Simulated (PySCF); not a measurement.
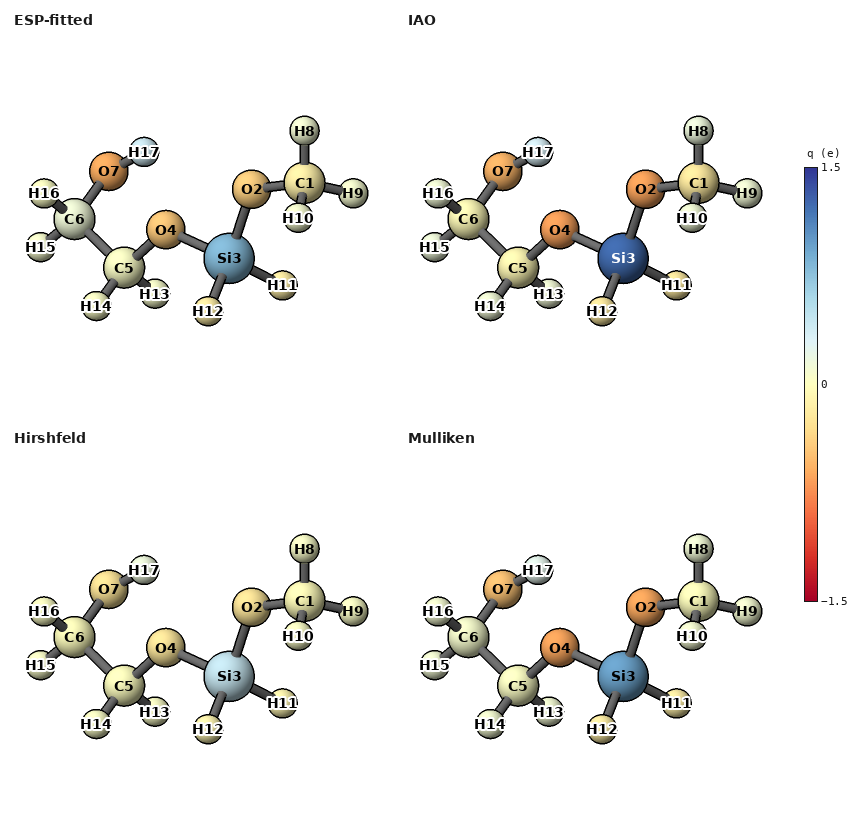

Atomic charges of one calculation by 4 schemes, on one colour scale. The geometry was computed by an optimisation with GFN2-xTB. No frequency run is at hand to confirm it as a minimum. Level of theory: PBE0/pcSseg-1 (PySCF 2.14.0).

Question: Which scheme gives the most polar picture (largest mean size of the charges)?

Answer: The IAO charges are the largest in size here, and the Hirshfeld charges the smallest.

Question: On which atom do the schemes disagree most?

Answer: On Si3 (from 0.44 to 1.24 e).

List the charges (e), one line for each set of equivalent atoms.

```json
{"atom": "C1", "ESP-fitted": "−0.13", "IAO": "−0.20", "Hirshfeld": "−0.03", "Mulliken": "−0.01"}
{"atom": "O2", "ESP-fitted": "−0.40", "IAO": "−0.64", "Hirshfeld": "−0.23", "Mulliken": "−0.61"}
{"atom": "Si3", "ESP-fitted": "0.81", "IAO": "1.24", "Hirshfeld": "0.44", "Mulliken": "0.94"}
{"atom": "O4", "ESP-fitted": "−0.42", "IAO": "−0.65", "Hirshfeld": "−0.21", "Mulliken": "−0.63"}
{"atom": "C5", "ESP-fitted": "0.04", "IAO": "−0.07", "Hirshfeld": "0.00", "Mulliken": "0.02"}
{"atom": "C6", "ESP-fitted": "0.13", "IAO": "−0.05", "Hirshfeld": "0.00", "Mulliken": "0.07"}
{"atom": "O7", "ESP-fitted": "−0.59", "IAO": "−0.55", "Hirshfeld": "−0.24", "Mulliken": "−0.46"}
{"atom": "H8", "ESP-fitted": "0.12", "IAO": "0.16", "Hirshfeld": "0.05", "Mulliken": "0.12"}
{"atom": "H9", "ESP-fitted": "0.09", "IAO": "0.13", "Hirshfeld": "0.04", "Mulliken": "0.10"}
{"atom": "H10", "ESP-fitted": "0.09", "IAO": "0.13", "Hirshfeld": "0.04", "Mulliken": "0.10"}
{"atom": "H11", "ESP-fitted": "−0.16", "IAO": "−0.19", "Hirshfeld": "−0.09", "Mulliken": "−0.15"}
{"atom": "H12", "ESP-fitted": "−0.16", "IAO": "−0.19", "Hirshfeld": "−0.09", "Mulliken": "−0.15"}
{"atom": "H13", "ESP-fitted": "0.06", "IAO": "0.13", "Hirshfeld": "0.04", "Mulliken": "0.11"}
{"atom": "H14", "ESP-fitted": "0.04", "IAO": "0.12", "Hirshfeld": "0.04", "Mulliken": "0.10"}
{"atom": "H15", "ESP-fitted": "0.08", "IAO": "0.15", "Hirshfeld": "0.05", "Mulliken": "0.11"}
{"atom": "H16", "ESP-fitted": "0.03", "IAO": "0.12", "Hirshfeld": "0.03", "Mulliken": "0.10"}
{"atom": "H17", "ESP-fitted": "0.39", "IAO": "0.35", "Hirshfeld": "0.15", "Mulliken": "0.24"}
```

The geometry is semi-empirical. Around Si such bond lengths and angles can be off by a tenth of an ångström or more and by several degrees, and values that hang on the shape move with them.
